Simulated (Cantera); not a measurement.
Feed: 1 mol SiHCl3, 22 mol N2, held at 0.133 bar.

Method: chemical equilibrium by Gibbs-energy minimisation in Cantera with the NASA 1993 tables (ideal gas, pure condensed phases). Candidate condensed phases: NH4Cl, Si, Si3N4; 28 gas species. N2 is the only nitrogen source here; it is nearly inert below about 1500 K, so the nitride shown seldom forms there in practice. The tables' values for SiCl3, SiCl are old estimates; treat these amounts as uncertain. Equilibrium is a limit: real reactors are often held back by kinetics, nucleation or transport.

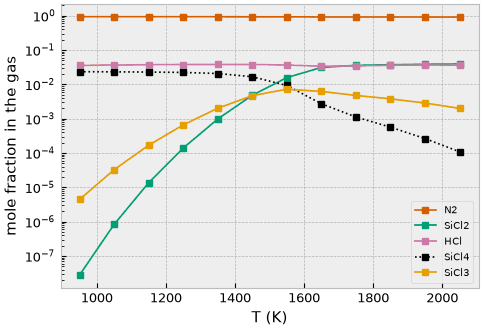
*Equilibrium gas composition (values under 1e-9 drawn at 1e-9)*

From 950 K to 1650 K the condensed part is Si3N4(s). From 1750 K to 2050 K nothing is condensed. The main Si-bearing gas is SiCl4 at 950 K and SiCl2 at 2050 K.
